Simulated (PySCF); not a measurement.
# C₃H₈N₂Si: what the fields show

```yaml
atoms:
  - { symbol: C, position_ang: [-1.4830, 1.4994, 0.7626] }
  - { symbol: C, position_ang: [-0.7577, 0.4162, 0.5757] }
  - { symbol: C, position_ang: [-1.1906, -0.9561, 0.1296] }
  - { symbol: N, position_ang: [0.1582, -1.4938, 0.0052] }
  - { symbol: Si, position_ang: [1.0369, -0.1710, 0.6908] }
  - { symbol: N, position_ang: [2.2116, 0.6617, -0.2432] }
  - { symbol: H, position_ang: [-2.5522, 1.5142, 0.6029] }
  - { symbol: H, position_ang: [-1.0374, 2.4260, 1.0839] }
  - { symbol: H, position_ang: [-1.7341, -0.9718, -0.8219] }
  - { symbol: H, position_ang: [-1.7983, -1.4699, 0.8845] }
  - { symbol: H, position_ang: [0.2966, -2.4839, -0.1110] }
  - { symbol: H, position_ang: [1.6411, -0.3426, 2.0111] }
  - { symbol: H, position_ang: [2.0191, 0.8997, -1.2021] }
  - { symbol: H, position_ang: [3.1891, 0.4713, -0.1105] }
```

Geometry: GFN2-xTB.

The calculation used wB97X-D/def2-SVPD, SCF density, gas phase (PySCF).

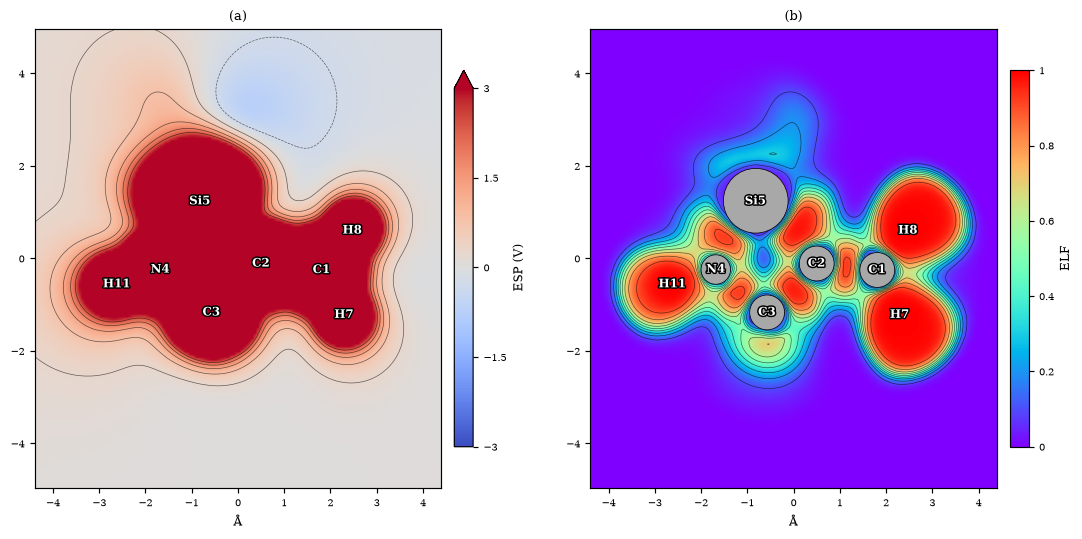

Figure 1. (a) molecular electrostatic potential; (b) ELF on the plane of atoms H7, C1 and H8. Grey discs cover the atomic cores in the ELF map.

Read the bonding off the picture.

Answer. The section cuts through C, N, Si and H sites.
C–C (1.32 Å): the ELF peaks at about 0.95 between the atoms: a multiple bond.
C–N (1.46 Å): the ELF peaks at about 0.90 between the atoms; a shared electron pair.
Si–N (1.73 Å): the ELF peaks at about 0.90 between the atoms (a shared but strongly polarised pair).
C–Si (1.89 Å): the ELF peaks at about 0.95 between the atoms; a covalent bond.
N–H (1.01 Å): the ELF climbs to about 1 towards the hydrogen, as it does in any bond to H; a covalent bond by its length.
Outside the dense part of the molecule the potential is most negative (−0.7 V) near N6, which lies off the plane.

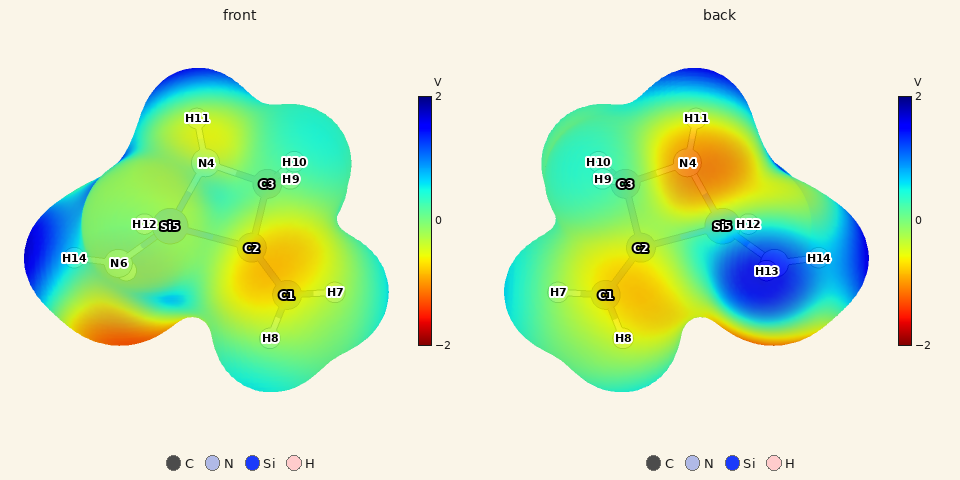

Figure 2. The electrostatic potential painted on the density surface at 0.002 e/bohr³, seen from the front and from behind; the colour scale runs from red (negative) to blue (positive).

Describe the electrostatic potential map.

Answer. The most negative region (about −1.3 V) lies over N6, the most positive (about +1.6 V) over H13 and H14. N6 is the likeliest acceptor of a hydrogen bond.
